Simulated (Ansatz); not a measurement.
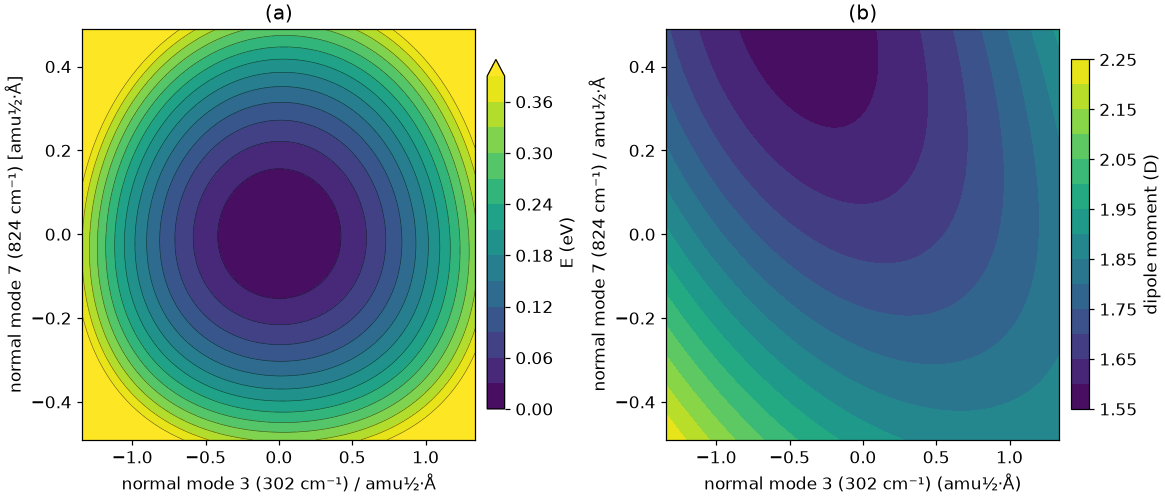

F2H2NSi, SMILES [NH][SiH](F)F, spin multiplicity 2. Coordinates scanned: (1) normal mode 3 (302 cm⁻¹); (2) normal mode 7 (824 cm⁻¹). Nothing is relaxed (straight displacements along the two mass-weighted modes). The grid has 11 × 11 points. Points are written as (first, second). All energies are given in eV relative to the relaxed molecule at the same level. Method: UKS PBE0-D4/def2-SVP in Ansatz 0.2.0.

Panel (a) is the energy; panel (b) is the computed dipole moment, in D.

Drawn: filled contours, one colour for all values above the top of the scale. Between grid points the surface is interpolated.

Q: How does the dipole moment vary over the map, and what is it at the lowest grid point?

A: Leaving out the highest fifth of the energies, it runs from 1.57 D at (−0.268 amu½·Å, 0.490 amu½·Å) to 2.03 D at (−1.339 amu½·Å, −0.196 amu½·Å). At the lowest grid point, (0.000 amu½·Å, 0.000 amu½·Å), it is 1.67 D.
